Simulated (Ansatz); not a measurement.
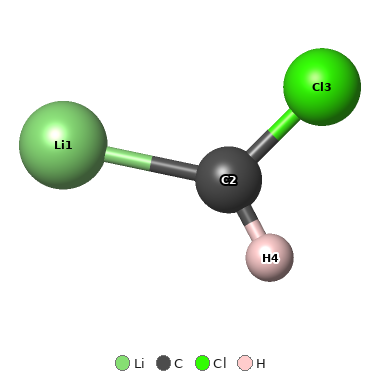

The system is CHClLi, SMILES [Li][CH+]Cl, charge +1; the picture shows the reference structure. Coordinates scanned: (1) bond length C2–H4; (2) angle H4–C2–Cl3. Nothing is relaxed (all other coordinates rigid). The scan uses a 13 × 13 grid. All energies are given in kJ/mol relative to the lowest grid point. Computed with RKS r2SCAN-D4/def2-TZVP in Ansatz 0.2.0.

Its coordinates:

| atom | x (Å) | y (Å) | z (Å) |
| --- | --- | --- | --- |
| Li | 1.3162 | -0.8736 | 1.2152 |
| C | -0.1432 | -0.0709 | -0.0887 |
| Cl | -0.1855 | 1.5113 | -0.5350 |
| H | -0.9874 | -0.5668 | -0.5915 |

Range: bond length C2–H4 from 0.969 to 1.376 Å; angle H4–C2–Cl3 from 81.8 to 131.8°.

What landscape does the calculation give?

Answer. The lowest grid point is at bond length C2–H4 = 1.104 Å, angle H4–C2–Cl3 = 106.8°. It is the only kind of minimum in the scanned range. The highest grid point, bond length C2–H4 = 1.376 Å, angle H4–C2–Cl3 = 81.8°, lies 137 kJ/mol above the lowest. Round the minimum the two coordinates are nearly uncoupled.

```tsv
angle H4–C2–Cl3 ↓, bond length C2–H4 →	0.969	1.002	1.036	1.070	1.104	1.138	1.172	1.206	1.240	1.274	1.308	1.342	1.376
131.8	85	69	59	53	52	54	59	66	75	85	96	108	121
127.7	70	54	44	38	37	39	44	51	60	70	81	93	106
123.5	58	42	31	26	24	26	31	38	47	57	68	81	93
119.3	48	32	21	15	14	16	21	28	36	47	58	70	83
115.2	40	24	13	8	6	8	13	20	29	39	51	63	76
111.0	36	19	9	3	2	4	8	15	24	34	46	58	71
106.8	34	18	7	1	0	2	7	14	22	33	44	56	69
102.7	36	20	9	3	2	4	8	15	24	34	46	58	71
98.5	41	25	14	8	7	9	14	21	29	40	51	63	76
94.3	50	34	23	18	16	18	23	30	38	49	60	72	85
90.2	63	47	36	30	29	31	36	42	51	61	73	85	98
86.0	81	64	54	48	46	48	53	60	69	79	90	102	115
81.8	103	86	76	70	69	70	75	82	91	101	112	124	137
```

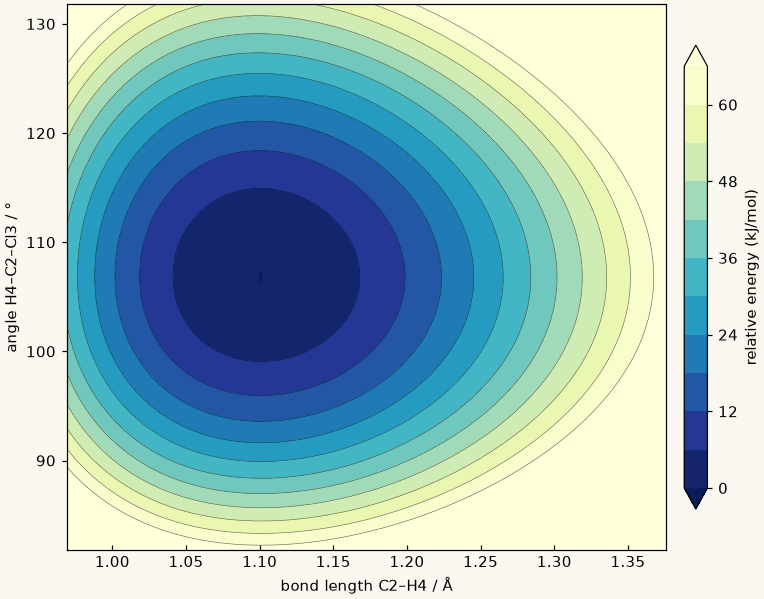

The picture shows filled contours, one colour for all values above the top of the scale. Between grid points the surface is interpolated.

Each point was launched as `ansatz run input.yaml --threads 1 --pin off --max-ram 2560MiB --backend cpu --events-out ev --progress --plain --runs-dir out`. Time for the 169 points that were run: 10 min on 1 thread of Arm Neoverse V1 (shared host).
